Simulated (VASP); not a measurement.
Band structure of Ga2O3 (corundum). Method: r2SCAN meta-GGA, VASP's PBE PAW potentials (set 64) (plane waves; VASP).

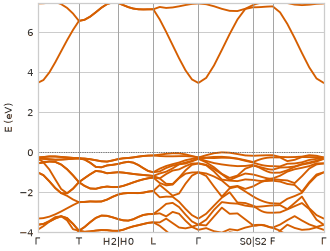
Figure: Bands along high-symmetry lines, zero at the valence-band maximum or, without a gap, the Fermi level

Question: Read the plot: is there a gap, and where are the band edges?

Answer: The gap is indirect, 3.46 eV, from the valence maximum at (-0.17, 0.17, 0.00) to the conduction minimum at Γ.

The compound is Ga2O3 in the corundum structure, the metastable α form; monoclinic β is stable. It was relaxed first.
